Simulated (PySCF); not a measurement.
**C₁₁H₂F₈O₂: NMR shifts at several levels of theory, part 1 of 2**

Aim: compute the NMR shifts of C₁₁H₂F₈O₂ (`O=C1O[C@@H]2c3c(F)c(F)c(F)c(F)c3[C@H]1C(F)(F)C2(F)F`) at several levels, and see how far they spread and what each costs.

Programs: PySCF 2.14.0, with density-fitted response routines of our own. Each step states its level of theory. These are calculated values for one molecule in the gas phase, unless marked as measured. Atoms count from 0, in the outputs and in this text.

### Step 1. Starting geometry

23 atoms, charge 0, multiplicity 1; geometry from: GFN2-xTB.

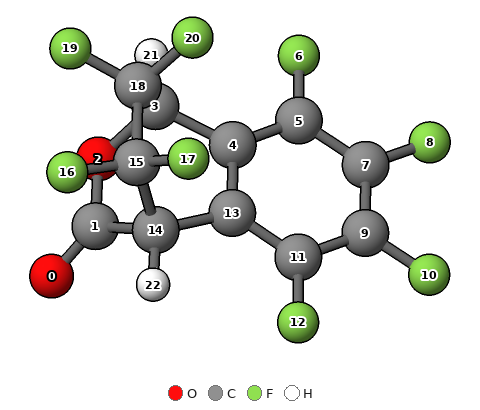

As it starts; oxygen red, carbon grey, fluorine green, hydrogen white, atoms numbered.

### Step 2. Optimising the geometry at PBE0-D3(BJ)/def2-SVP

What the job is given:

```
{"job": {"xc": "PBE0", "basis": "def2-SVP", "d3": "d3bj", "grid": 1, "kind": "geom"}, "charge": 0, "multiplicity": 1}
O     -2.147640    -2.237610    -1.738710
C     -1.676100    -1.284320    -1.215840
O     -1.611570    -0.077840    -1.807010
C     -0.984360     0.947590    -1.056380
C      0.380700     0.492200    -0.621570
C      1.586390     1.134140    -0.842590
F      1.625760     2.292310    -1.494650
C      2.764290     0.549130    -0.375830
F      3.932850     1.147640    -0.578230
C      2.719930    -0.669820     0.301280
F      3.847030    -1.217550     0.740450
C      1.499580    -1.311950     0.516500
F      1.460410    -2.473730     1.161800
C      0.332650    -0.724280     0.055850
C     -1.057140    -1.262620     0.200160
C     -1.870800    -0.220270     0.992310
F     -3.148560    -0.617690     1.134930
F     -1.371210    -0.088050     2.240700
C     -1.806770     1.150680     0.242250
F     -3.041830     1.597800    -0.041900
F     -1.220940     2.088400     1.016160
H     -0.989530     1.849840    -1.671690
H     -1.112910    -2.243010     0.675160
```

Output:

```text
step   0  E = -1367.15910840  max force = 0.014590
step   1  E = -1367.16067807  max force = 0.004824
step   2  E = -1367.16080154  max force = 0.003682
step   3  E = -1367.16093079  max force = 0.000976
step   4  E = -1367.16093850  max force = 0.000781
step   5  E = -1367.16094491  max force = 0.000211
optimisation converged
```

It took 5.9 min on 8 threads of Intel Xeon Platinum 8488C (Sapphire Rapids), shared host.

Step by step:

| step | energy from step 0 (eV) | largest force component (eV/Å) |
| --- | --- | --- |
| 0 | 0.0000 | 0.7502 |
| 1 | -0.0427 | 0.2481 |
| 2 | -0.0461 | 0.1893 |
| 3 | -0.0496 | 0.0502 |
| 4 | -0.0498 | 0.0402 |
| 5 | -0.0500 | 0.0109 |

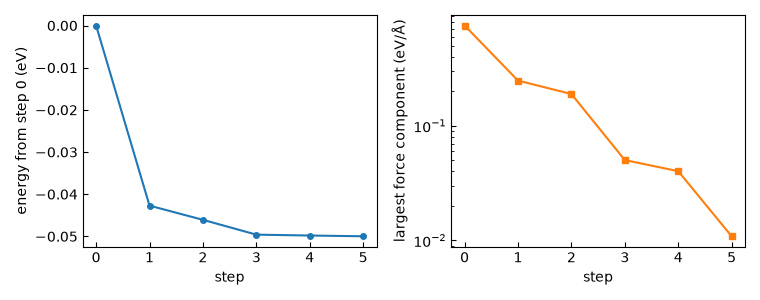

Energy and largest force along the relaxation.

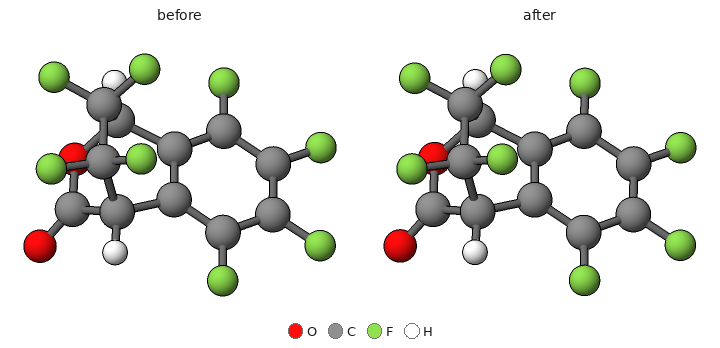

Before and after, at one scale.

Distances of close pairs at the start and the end, largest changes first:

| bond | before (Å) | after (Å) | change (Å) |
| --- | --- | --- | --- |
| C1–C14 | 1.546 | 1.529 | -0.016 |
| C3–C18 | 1.550 | 1.537 | -0.013 |
| C15–F17 | 1.351 | 1.339 | -0.012 |
| C1–O2 | 1.345 | 1.357 | +0.012 |
| C7–F8 | 1.328 | 1.317 | -0.011 |
| C9–F10 | 1.328 | 1.317 | -0.011 |
| C18–F20 | 1.350 | 1.340 | -0.010 |
| C11–F12 | 1.330 | 1.321 | -0.008 |

The final coordinates are the input of the step that follows.

| at the end point | value |
| --- | --- |
| point group (found at 0.08 Å tolerance) | C1 |
| rotational constants (GHz, main isotopes) | 0.506, 0.259, 0.226 |
| dipole moment (D) | 2.18 |

### Step 3. Shielding tensors: PBE0/pcSseg-1

What the job is given:

```
{"job": {"kind": "nmr", "xc": "PBE0", "basis": "pcSseg-1", "pop": false}, "charge": 0, "multiplicity": 1}
O     -2.161318    -2.234202    -1.729823
C     -1.684116    -1.288098    -1.192592
O     -1.640478    -0.069257    -1.786969
C     -0.988531     0.949700    -1.035357
C      0.379356     0.488262    -0.634770
C      1.582206     1.132977    -0.858712
F      1.639837     2.286097    -1.502162
C      2.763847     0.548447    -0.393472
F      3.921565     1.142003    -0.599167
C      2.723002    -0.668768     0.287884
F      3.844434    -1.209631     0.716835
C      1.501798    -1.312990     0.514576
F      1.489189    -2.461652     1.167422
C      0.335281    -0.729359     0.051886
C     -1.062947    -1.256841     0.204261
C     -1.864226    -0.219373     1.006223
F     -3.140021    -0.617646     1.109527
F     -1.357885    -0.093151     2.239780
C     -1.800878     1.155742     0.253389
F     -3.034996     1.572615    -0.044170
F     -1.205944     2.081959     1.017434
H     -0.998398     1.865499    -1.637338
H     -1.130548    -2.241342     0.678464
```

Method: GIAO PBE0/pcSseg-1 NMR shielding, non-relativistic, gas phase.

Output:

```text
coarse grid: 24048 points
cycle   1  E = -1367.4313654313  dE =  4.859e+00  |g| = 1.546e+00  |ddm| = 5.534e+00
cycle   2  E = -1366.4060112555  dE =  1.025e+00  |g| = 2.896e+00  |ddm| = 4.202e+00
cycle   3  E = -1367.8103476371  dE = -1.404e+00  |g| = 4.066e-01  |ddm| = 3.195e+00
cycle   4  E = -1367.8360898642  dE = -2.574e-02  |g| = 1.949e-01  |ddm| = 4.881e-01
cycle   5  E = -1367.8430511713  dE = -6.961e-03  |g| = 3.438e-02  |ddm| = 1.749e-01
cycle   6  E = -1367.8432586785  dE = -2.075e-04  |g| = 1.378e-02  |ddm| = 4.203e-02
cycle   7  E = -1367.8432909941  dE = -3.232e-05  |g| = 3.106e-03  |ddm| = 1.342e-02
cycle   8  E = -1367.8432925870  dE = -1.593e-06  |g| = 9.529e-04  |ddm| = 3.357e-03
final grid: 249280 points
cycle   9  E = -1368.0359742140  dE = -9.757e-05  |g| = 1.609e-02  |ddm| = 1.025e-01
cycle  10  E = -1368.0358739725  dE =  1.002e-04  |g| = 2.886e-02  |ddm| = 4.188e-02
cycle  11  E = -1368.0360188336  dE = -1.449e-04  |g| = 2.863e-03  |ddm| = 2.846e-02
cycle  12  E = -1368.0360203886  dE = -1.555e-06  |g| = 7.553e-04  |ddm| = 2.944e-03
cycle  13  E = -1368.0360204882  dE = -9.964e-08  |g| = 2.320e-04  |ddm| = 8.638e-04
cycle  14  E = -1368.0360204969  dE = -8.699e-09  |g| = 8.151e-05  |ddm| = 2.714e-04
cycle  15  E = -1368.0360204983  dE = -1.347e-09  |g| = 2.192e-05  |ddm| = 1.022e-04
cycle  16  E = -1368.0360204984  dE = -1.078e-10  |g| = 6.475e-06  |ddm| = 3.028e-05
converged SCF energy = -1368.0360204984

GIAO shielding tensors (ppm)
atom      isotropic    diamagn.    paramagn.     s11        s22        s33       span
  0 O     -140.774     394.541    -535.315   -456.396   -257.136    291.210    747.606
  1 C       19.837     248.566    -228.729    -84.230     68.693     75.049    159.278
  2 O      122.962     397.345    -274.383    -65.235    179.402    254.720    319.955
  3 C      111.529     243.729    -132.200     94.765    100.093    139.729     44.964
  4 C       65.102     265.269    -200.167     -6.585     38.174    163.717    170.302
  5 C       32.827     245.394    -212.567    -22.508     27.559     93.430    115.938
  6 F      322.218     476.114    -153.896    245.241    273.998    447.414    202.173
  7 C       35.399     260.429    -225.031     -3.186     12.079     97.304    100.490
  8 F      334.681     474.043    -139.362    259.520    277.403    467.122    207.602
  9 C       33.967     260.067    -226.100     -6.083     10.983     97.001    103.084
 10 F      331.975     474.022    -142.046    255.440    273.288    467.199    211.759
 11 C       32.493     244.244    -211.751    -23.570     27.475     93.572    117.141
 12 F      321.168     476.338    -155.170    244.982    273.791    444.731    199.749
 13 C       66.724     266.184    -199.460     -6.519     43.382    163.308    169.827
 14 C      134.547     245.258    -110.710    119.516    130.136    153.990     34.473
 15 C       69.523     246.567    -177.044     53.254     69.157     86.157     32.903
 16 F      302.890     466.540    -163.650    217.002    325.632    366.036    149.034
 17 F      302.140     473.849    -171.709    216.870    327.542    362.010    145.140
 18 C       69.103     248.175    -179.072     52.694     71.175     83.440     30.746
 19 F      315.115     466.212    -151.097    238.690    336.937    369.717    131.027
 20 F      307.417     474.030    -166.613    218.166    329.294    374.790    156.625
 21 H       25.847      30.309      -4.462     21.990     25.402     30.148      8.158
 22 H       27.031      32.199      -5.168     23.140     26.987     30.965      7.825
```

Wall time 3.4 min (8 threads of Intel Xeon Platinum 8488C (Sapphire Rapids), shared host).

Shifts follow as δ = σ(reference) − σ, with reference shieldings (ppm) from runs at the same level and on the same kind of geometry: 1H TMS 31.27, 13C TMS 184.4, 19F CFCl3 177.2, 17O H2O 334.6. The references are single molecules in the gas phase, so shifts against H2O, NH3, PH3, H3PO4 or CFCl3 are not on the usual liquid scales and can be off by tens of ppm.

| atoms | environment | σ (ppm) | δ (ppm) | δ scaled to CDCl3 |
| --- | --- | --- | --- | --- |
| C1 | ester carbonyl carbon | 19.8 | 164.6 | 159.3 |
| C11 | aromatic carbon bearing fluorine | 32.5 | 151.9 | 147.0 |
| C5 | aromatic carbon bearing fluorine | 32.8 | 151.6 | 146.7 |
| C9 | aromatic carbon bearing fluorine | 34.0 | 150.4 | 145.6 |
| C7 | aromatic carbon bearing fluorine | 35.4 | 149.0 | 144.2 |
| C4 | substituted aromatic carbon | 65.1 | 119.3 | 115.3 |
| C13 | substituted aromatic carbon | 66.7 | 117.7 | 113.8 |
| C18 | fully substituted sp3 carbon bonded to 2 F | 69.1 | 115.3 | 111.5 |
| C15 | fully substituted sp3 carbon bonded to 2 F | 69.5 | 114.9 | 111.0 |
| C3 | sp3 CH bonded to O, on an aromatic ring | 111.5 | 72.9 | 70.3 |
| C14 | sp3 CH α to a carbonyl | 134.5 | 49.9 | 47.9 |
| H21 | hydrogen on an sp3 CH bonded to O, on an aromatic ring | 25.85 | 5.42 | 5.35 |
| H22 | hydrogen on an sp3 CH α to a carbonyl | 27.03 | 4.24 | 4.23 |
| O0 | ester carbonyl oxygen | -140.8 | 475.3 | – |
| O2 | ester alkoxy oxygen | 123.0 | 211.6 | – |
| F17 | fluorine of a CF2 group | 302.1 | -124.9 | – |
| F16 | fluorine of a CF2 group | 302.9 | -125.6 | – |
| F20 | fluorine of a CF2 group | 307.4 | -130.2 | – |
| F19 | fluorine of a CF2 group | 315.1 | -137.9 | – |
| F12 | aryl fluorine | 321.2 | -143.9 | – |
| F6 | aryl fluorine | 322.2 | -145.0 | – |
| F10 | aryl fluorine | 332.0 | -154.7 | – |
| F8 | aryl fluorine | 334.7 | -157.4 | – |

The scaled column applies a straight-line fit of computed shieldings to shifts measured in CDCl3; 19F shifts take a fit of their own (root-mean-square error 0.21 ppm for H, 2.0 ppm for C).

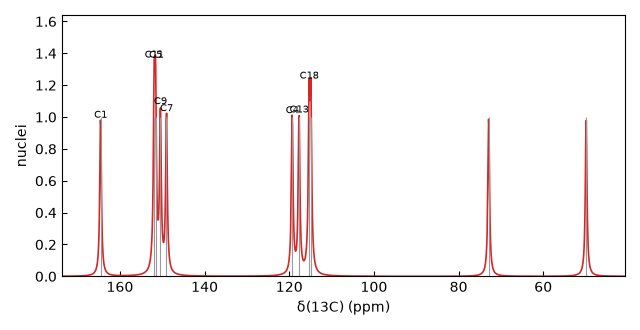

13C lines at the computed shifts, without couplings. Lines are broadened to a width of 0.46 ppm (Lorentzian).

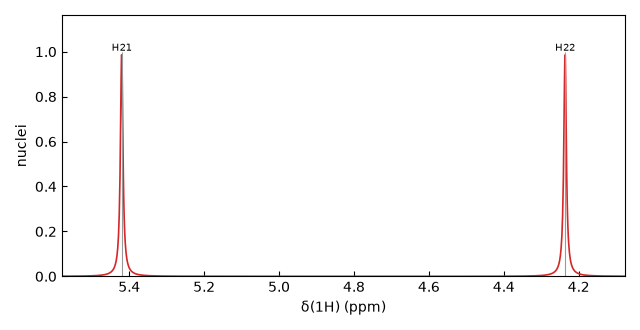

1H lines at the computed shifts, without couplings. Lines are broadened to a width of 0.01 ppm (Lorentzian).

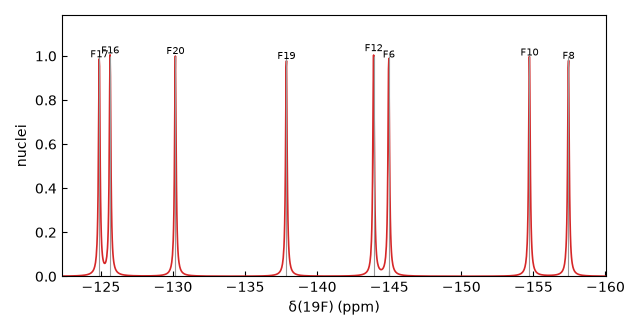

19F lines at the computed shifts, without couplings. Lines are broadened to a width of 0.13 ppm (Lorentzian).

Ring of atoms C1, O2, C3, C4, C13, C14: NICS(0) -2.0, NICS(1) -4.1, NICS(1)zz -3.8 ppm (means of both faces). The ring holds saturated atoms, so no π current runs round it: these values come from its σ bonds, any local π bonds and neighbouring rings, and say nothing of aromaticity.

The two faces differ (NICS(1)zz -1.3 and -6.3 ppm, in the same order).

Ring of atoms C1, O2, C3, C14, C15, C18: NICS(0) -2.8, NICS(1) -3.6, NICS(1)zz -6.1 ppm (means of both faces). The ring holds saturated atoms, so no π current runs round it: these values come from its σ bonds, any local π bonds and neighbouring rings, and say nothing of aromaticity.

The two faces differ (NICS(1)zz -11.3 and -0.9 ppm, in the same order).

Ring of atoms C4, C5, C7, C9, C11, C13: NICS(0) -14.5, NICS(1) -11.5, NICS(1)zz -23.4 ppm (means of both faces).

### Step 4. Shielding tensors: PBE/pcSseg-1

The job, as its differences from that of step 3:

```diff
@@ -1,2 +1,2 @@
-{"job": {"kind": "nmr", "xc": "PBE0", "basis": "pcSseg-1", "pop": false}, "charge": 0, "multiplicity": 1}
+{"job": {"kind": "nmr", "xc": "PBE", "basis": "pcSseg-1", "pop": false}, "charge": 0, "multiplicity": 1}
 O     -2.161318    -2.234202    -1.729823
```

Level: GIAO PBE/pcSseg-1 NMR shielding, non-relativistic, gas phase.

Output:

```text
coarse grid: 24048 points
cycle   1  E = -1367.4040369563  dE =  4.212e+00  |g| = 1.543e+00  |ddm| = 5.547e+00
cycle   2  E = -1364.1711463055  dE =  3.233e+00  |g| = 4.074e+00  |ddm| = 5.564e+00
cycle   3  E = -1367.5700384602  dE = -3.399e+00  |g| = 1.013e+00  |ddm| = 4.644e+00
cycle   4  E = -1367.7793608771  dE = -2.093e-01  |g| = 2.754e-01  |ddm| = 1.111e+00
cycle   5  E = -1367.7776245533  dE =  1.736e-03  |g| = 2.825e-01  |ddm| = 6.007e-01
cycle   6  E = -1367.7938045482  dE = -1.618e-02  |g| = 5.847e-02  |ddm| = 3.266e-01
cycle   7  E = -1367.7943359833  dE = -5.314e-04  |g| = 2.152e-02  |ddm| = 7.600e-02
cycle   8  E = -1367.7944076128  dE = -7.163e-05  |g| = 7.849e-03  |ddm| = 2.361e-02
cycle   9  E = -1367.7944214218  dE = -1.381e-05  |g| = 2.766e-03  |ddm| = 1.069e-02
cycle  10  E = -1367.7944228855  dE = -1.464e-06  |g| = 1.327e-03  |ddm| = 4.399e-03
final grid: 249280 points
cycle  11  E = -1368.0546703617  dE = -8.876e-05  |g| = 2.890e-02  |ddm| = 1.423e-01
cycle  12  E = -1368.0538768965  dE =  7.935e-04  |g| = 7.192e-02  |ddm| = 9.960e-02
cycle  13  E = -1368.0548015535  dE = -9.247e-04  |g| = 9.240e-03  |ddm| = 7.756e-02
cycle  14  E = -1368.0548193339  dE = -1.778e-05  |g| = 1.648e-03  |ddm| = 8.817e-03
cycle  15  E = -1368.0548197427  dE = -4.088e-07  |g| = 6.987e-04  |ddm| = 2.304e-03
cycle  16  E = -1368.0548198320  dE = -8.934e-08  |g| = 2.521e-04  |ddm| = 8.350e-04
cycle  17  E = -1368.0548198464  dE = -1.435e-08  |g| = 6.996e-05  |ddm| = 3.402e-04
cycle  18  E = -1368.0548198473  dE = -9.763e-10  |g| = 2.320e-05  |ddm| = 8.539e-05
converged SCF energy = -1368.0548198473

GIAO shielding tensors (ppm)
atom      isotropic    diamagn.    paramagn.     s11        s22        s33       span
  0 O     -130.130     395.265    -525.395   -428.531   -239.871    278.012    706.544
  1 C       17.819     249.222    -231.403    -77.635     60.419     70.673    148.309
  2 O      107.999     397.949    -289.950    -83.093    158.459    248.631    331.724
  3 C      103.892     245.561    -141.669     86.610     92.580    132.488     45.877
  4 C       63.391     265.504    -202.114     -3.827     37.240    156.759    160.586
  5 C       29.521     246.081    -216.560    -17.246     21.185     84.625    101.871
  6 F      303.419     475.490    -172.070    224.193    246.568    439.498    215.305
  7 C       32.010     260.806    -228.796      1.817      5.429     88.784     86.967
  8 F      316.463     471.909    -155.446    228.662    258.883    461.844    233.182
  9 C       30.457     260.489    -230.033     -1.268      4.203     88.435     89.702
 10 F      313.246     471.935    -158.689    223.370    254.486    461.881    238.511
 11 C       29.333     244.980    -215.648    -17.868     20.989     84.877    102.745
 12 F      302.389     475.823    -173.434    223.684    246.560    436.923    213.239
 13 C       64.640     266.270    -201.629     -3.226     41.262    155.885    159.110
 14 C      127.456     246.767    -119.311    111.589    122.553    148.227     36.638
 15 C       60.654     247.758    -187.104     41.281     61.184     79.498     38.217
 16 F      285.411     466.039    -180.628    200.606    304.430    351.197    150.591
 17 F      282.948     474.305    -191.357    199.606    305.203    344.036    144.429
 18 C       60.058     249.477    -189.419     40.367     63.018     76.790     36.424
 19 F      298.122     465.763    -167.641    223.696    315.757    354.912    131.215
 20 F      289.198     474.484    -185.286    201.361    307.441    358.792    157.431
 21 H       25.894      30.852      -4.958     22.361     25.663     29.659      7.298
 22 H       27.142      32.829      -5.686     23.602     27.364     30.462      6.860
```

It took 2.4 min on 8 threads of Intel Xeon Platinum 8488C (Sapphire Rapids), shared host.

This run: δ C1 162.2, C11 150.7, C5 150.5, C9 149.6, H21 5.30, H22 4.05 ppm.

### Step 5. Shielding tensors: wB97X-D/pcSseg-1

The job, as its differences from that of step 4:

```diff
@@ -1,2 +1,2 @@
-{"job": {"kind": "nmr", "xc": "PBE", "basis": "pcSseg-1", "pop": false}, "charge": 0, "multiplicity": 1}
+{"job": {"kind": "nmr", "xc": "wB97X-D", "basis": "pcSseg-1", "pop": false}, "charge": 0, "multiplicity": 1}
 O     -2.161318    -2.234202    -1.729823
```

With the program's defaults for keys left out, this is: GIAO wB97X-D/pcSseg-1 NMR shielding, non-relativistic, gas phase.

Output:

```text
coarse grid: 24048 points
cycle   1  E = -1368.2288874360  dE =  5.579e+00  |g| = 1.758e+00  |ddm| = 5.483e+00
cycle   2  E = -1367.7746740901  dE =  4.542e-01  |g| = 2.517e+00  |ddm| = 3.576e+00
cycle   3  E = -1368.7811930312  dE = -1.007e+00  |g| = 2.478e-01  |ddm| = 2.349e+00
cycle   4  E = -1368.7893199998  dE = -8.127e-03  |g| = 1.473e-01  |ddm| = 2.773e-01
cycle   5  E = -1368.7931656187  dE = -3.846e-03  |g| = 2.432e-02  |ddm| = 1.265e-01
cycle   6  E = -1368.7932678176  dE = -1.022e-04  |g| = 1.025e-02  |ddm| = 3.238e-02
cycle   7  E = -1368.7932892461  dE = -2.143e-05  |g| = 2.284e-03  |ddm| = 1.150e-02
cycle   8  E = -1368.7932911276  dE = -1.882e-06  |g| = 9.027e-04  |ddm| = 5.203e-03
final grid: 249280 points
cycle   9  E = -1368.9866959044  dE = -4.177e-04  |g| = 1.527e-02  |ddm| = 1.601e-01
cycle  10  E = -1368.9866877119  dE =  8.192e-06  |g| = 1.754e-02  |ddm| = 3.414e-02
cycle  11  E = -1368.9867307454  dE = -4.303e-05  |g| = 1.380e-03  |ddm| = 1.451e-02
cycle  12  E = -1368.9867310946  dE = -3.492e-07  |g| = 7.919e-04  |ddm| = 2.323e-03
cycle  13  E = -1368.9867312133  dE = -1.187e-07  |g| = 2.671e-04  |ddm| = 1.035e-03
cycle  14  E = -1368.9867312267  dE = -1.337e-08  |g| = 7.877e-05  |ddm| = 2.396e-04
cycle  15  E = -1368.9867312282  dE = -1.502e-09  |g| = 2.977e-05  |ddm| = 1.133e-04
cycle  16  E = -1368.9867312284  dE = -2.519e-10  |g| = 1.125e-05  |ddm| = 4.865e-05
converged SCF energy = -1368.9867312284

GIAO shielding tensors (ppm)
atom      isotropic    diamagn.    paramagn.     s11        s22        s33       span
  0 O     -139.916     395.077    -534.993   -456.335   -257.463    294.050    750.385
  1 C       18.825     248.930    -230.105    -86.976     69.066     74.385    161.361
  2 O      127.219     398.218    -270.999    -57.656    186.250    253.062    310.718
  3 C      111.735     244.461    -132.725     95.024    100.086    140.097     45.073
  4 C       63.585     266.144    -202.558     -9.724     36.868    163.612    173.336
  5 C       31.644     246.265    -214.622    -26.292     27.801     93.423    119.715
  6 F      328.762     476.083    -147.321    254.946    282.698    448.642    193.696
  7 C       34.308     260.739    -226.432     -6.630     12.183     97.370    104.000
  8 F      340.962     474.107    -133.145    268.929    286.372    467.584    198.655
  9 C       32.943     260.348    -227.405     -9.391     11.132     97.088    106.479
 10 F      338.420     474.089    -135.669    265.249    282.369    467.642    202.394
 11 C       31.254     245.158    -213.905    -27.562     27.787     93.535    121.097
 12 F      327.619     476.337    -148.717    254.647    282.484    445.728    191.081
 13 C       65.067     266.949    -201.881    -10.125     41.906    163.421    173.546
 14 C      134.646     246.436    -111.790    119.891    130.472    153.574     33.682
 15 C       69.097     247.148    -178.051     53.567     68.503     85.221     31.654
 16 F      306.557     466.908    -160.351    221.232    329.679    368.761    147.529
 17 F      306.456     474.350    -167.895    221.339    331.959    366.069    144.730
 18 C       68.775     248.703    -179.928     53.069     70.556     82.699     29.631
 19 F      318.359     466.521    -148.162    241.821    340.609    372.647    130.826
 20 F      311.428     474.505    -163.077    222.433    333.813    378.037    155.604
 21 H       25.951      30.265      -4.314     22.083     25.499     30.271      8.188
 22 H       27.129      32.132      -5.003     23.219     27.050     31.118      7.899
```

Wall time 5 min (8 threads of Intel Xeon Platinum 8488C (Sapphire Rapids), shared host).

This run: δ C1 165.7, C11 153.3, C5 152.9, C9 151.6, H21 5.43, H22 4.25 ppm.

(Continued in part 2 of 2.)
